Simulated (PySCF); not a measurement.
# BHClO (SMILES O[B]Cl): UMP2/6-311++G(3df,3pd)

Aim: the vertical ionisation energy of BHClO at UMP2/6-311++G(3df,3pd), from 2 runs. 

Program for the calculation: PySCF 2.14.0.

## 1. The molecule

BHClO: 4 atoms, total charge 0, spin state doublet. As SMILES, `O[B]Cl`. Geometry: relaxed at PBE0-D4/def2-TZVP.

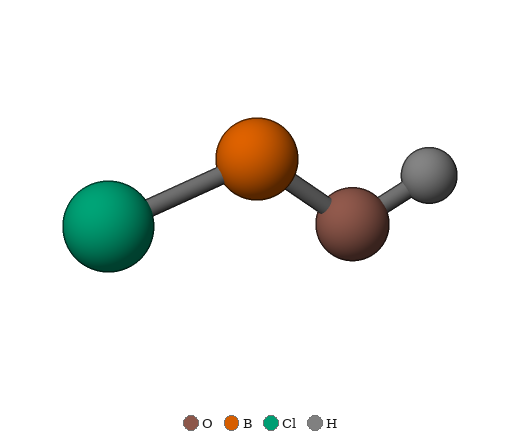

The structure, seen from a chosen angle (oxygen brown, boron orange, chlorine teal, hydrogen grey).

## 2. The energy at UMP2/6-311++G(3df,3pd)

input.py reads:

```python
from pyscf import gto, scf, mp

mol = gto.Mole()
mol.atom = '''
O        0.545600       0.191100      -0.589300
B       -0.429900       0.065600       0.312600
Cl      -0.557200      -1.323200       1.352900
H        0.497000       1.006200      -1.096500
'''
mol.charge = 0
mol.max_memory = 1860
mol.verbose = 4
mol.basis = '6-311++g(3df,3pd)'
mol.spin = 1
mol.build()

myscf = scf.UHF(mol)
myscf.conv_tol = 1e-10
myscf.kernel()
if not myscf.converged:
    myscf = myscf.newton().run(myscf.mo_coeff, myscf.mo_occ)

pt = mp.MP2(myscf, frozen=7).run()
energy = pt.e_tot
print('E(%s) = %.9f' % ('MP2', energy))
```

The run is started by

```sh
$ OMP_NUM_THREADS=1 python input.py
```

Output:

```text
PySCF version 2.14.0

[INPUT] num. atoms = 4
[INPUT] num. electrons = 31
[INPUT] charge = 0
[INPUT] spin (= nelec alpha-beta = 2S) = 1
[INPUT] symmetry False subgroup None
[INPUT] Mole.unit = angstrom
[INPUT] Symbol           X                Y                Z      unit          X                Y                Z       unit  Magmom
[INPUT]  1 O      0.545600000000   0.191100000000  -0.589300000000 AA    1.031034573563   0.361126662404  -1.113615605206 Bohr   0.0
[INPUT]  2 B     -0.429900000000   0.065600000000   0.312600000000 AA   -0.812393260951   0.123966033771   0.590728386539 Bohr   0.0
[INPUT]  3 Cl    -0.557200000000  -1.323200000000   1.352900000000 AA   -1.052955396608  -2.500485608024   2.556610473924 Bohr   0.0
[INPUT]  4 H      0.497000000000   1.006200000000  -1.096500000000 AA    0.939193883909   1.901442426537  -2.072084695586 Bohr   0.0

nuclear repulsion = 76.699725487475
number of shells = 51
number of NR pGTOs = 193
number of NR cGTOs = 143
basis = 6-311++g(3df,3pd)
ecp = {}

******** <class 'pyscf.scf.uhf.UHF'> ********
method = UHF
initial guess = minao
damping factor = 0
level_shift factor = 0
DIIS = <class 'pyscf.scf.diis.CDIIS'>
diis_start_cycle = 1
diis_space = 8
diis_damp = 0
SCF conv_tol = 1e-10
SCF conv_tol_grad = None
SCF max_cycles = 50
direct_scf = True
direct_scf_tol = 1e-13
number electrons alpha = 16  beta = 15
Set gradient conv threshold to 1e-05
init E= -560.033086272018
[... the frontier-level lines of each cycle are left out ...]

cycle= 1 E= -559.635304177408  delta_E= 0.398  |g|= 0.357  |ddm|= 1.42
cycle= 2 E= -559.6956929256  delta_E= -0.0604  |g|= 0.206  |ddm|= 0.555
cycle= 3 E= -559.713765093201  delta_E= -0.0181  |g|= 0.0485  |ddm|= 0.189
cycle= 4 E= -559.717014076311  delta_E= -0.00325  |g|= 0.0198  |ddm|= 0.126
cycle= 5 E= -559.717685881616  delta_E= -0.000672  |g|= 0.00936  |ddm|= 0.0494
cycle= 6 E= -559.717855791041  delta_E= -0.00017  |g|= 0.00415  |ddm|= 0.0246
cycle= 7 E= -559.717889771371  delta_E= -3.4e-05  |g|= 0.00157  |ddm|= 0.0117
cycle= 8 E= -559.717894659917  delta_E= -4.89e-06  |g|= 0.000576  |ddm|= 0.00431
cycle= 9 E= -559.717895370916  delta_E= -7.11e-07  |g|= 0.00022  |ddm|= 0.00139
cycle= 10 E= -559.717895470317  delta_E= -9.94e-08  |g|= 9.51e-05  |ddm|= 0.000489
cycle= 11 E= -559.717895488567  delta_E= -1.82e-08  |g|= 3.65e-05  |ddm|= 0.0002
cycle= 12 E= -559.71789549125  delta_E= -2.68e-09  |g|= 1.46e-05  |ddm|= 7.49e-05
cycle= 13 E= -559.717895491671  delta_E= -4.21e-10  |g|= 6.86e-06  |ddm|= 3.28e-05
cycle= 14 E= -559.717895491734  delta_E= -6.28e-11  |g|= 3.42e-06  |ddm|= 1.07e-05
Extra cycle  E= -559.717895491742  delta_E= -8.41e-12  |g|= 2.19e-06  |ddm|= 4.82e-06
converged SCF energy = -559.717895491742  <S^2> = 0.75464822  2S+1 = 2.0046428

******** <class 'pyscf.mp.ump2.UMP2'> ********
nocc = (np.int64(9), np.int64(8)), nmo = (136, 136)
frozen orbitals 7
E(UMP2) = -560.219494328004  E_corr = -0.501598836262077
E(SCS-UMP2) = -560.20727808132  E_corr = -0.489382589577783
E_corr(same-spin) = -0.129849246850049
E_corr(oppo-spin) = -0.371749589412028
E(MP2) = -560.219494328
```

Wall time 23 s (1 thread of Arm Neoverse V1, shared host); peak memory 0.9 GiB.

## 3. The singlet cation at the same level

run.py reads:

```python
from pyscf import gto, mp

molecule = gto.M(
    atom=[
    ('O', (0.545600, 0.191100, -0.589300)),
    ('B', (-0.429900, 0.065600, 0.312600)),
    ('Cl', (-0.557200, -1.323200, 1.352900)),
    ('H', (0.497000, 1.006200, -1.096500)),
],
    charge=1,
    max_memory=1860,
    basis='6-311++g(3df,3pd)',
    verbose=3,
)

mf = molecule.RHF()
mf.conv_tol = 1e-10
mf.kernel()
if not mf.converged:
    mf = mf.newton().run(mf.mo_coeff, mf.mo_occ)

pt = mp.MP2(mf, frozen=7).run()
etot = pt.e_tot
print('E = %.10f Eh' % etot)
```

The run is started by

```sh
$ OMP_NUM_THREADS=1 python run.py
```

Output:

```text
converged SCF energy = -559.399215408377
E(RMP2) = -559.904408947057  E_corr = -0.505193538680441
E(SCS-RMP2) = -559.894221258833  E_corr = -0.495005850456188
E = -559.9044089471 Eh
```

It took 7.5 s on 1 thread of Arm Neoverse V1, shared host; peak memory 0.6 GiB.

## 4. What came out

At UMP2/6-311++G(3df,3pd), 7 core orbitals frozen:

| quantity | value |
| --- | --- |
| doublet BHClO: total energy | -560.21949 Eh |
| doublet BHClO: dipole moment (Hartree–Fock density) | 2.24 D |
| doublet BHClO: HOMO energy (Hartree–Fock orbitals) (highest over α and β) | -9.74 eV |
| doublet BHClO: LUMO energy (Hartree–Fock orbitals) (lowest over α and β) | 0.82 eV |
| doublet BHClO: correlation energy (7 core orbitals frozen) | -501.6 mEh |
| doublet BHClO: ⟨S²⟩ of the reference determinant | 0.755 |
| singlet cation: total energy | -559.90441 Eh |
| singlet cation: HOMO energy (Hartree–Fock orbitals) | -19.95 eV |
| singlet cation: LUMO energy (Hartree–Fock orbitals) | -7.49 eV |
| singlet cation: HOMO–LUMO gap (Hartree–Fock orbitals) | 12.45 eV |
| singlet cation: correlation energy (7 core orbitals frozen) | -505.2 mEh |
| vertical ionisation energy (to the singlet cation) | 8.574 eV |

**Reading.** Removing an electron at fixed nuclei costs 8.57 eV (198 kcal/mol). Only the singlet of the ionised species was computed; a triplet could lie lower. Mulliken charges (singlet cation) of the mean-field density run from -0.52 on O1 to +1.05 on B2; in a basis this large or diffuse they mean little.
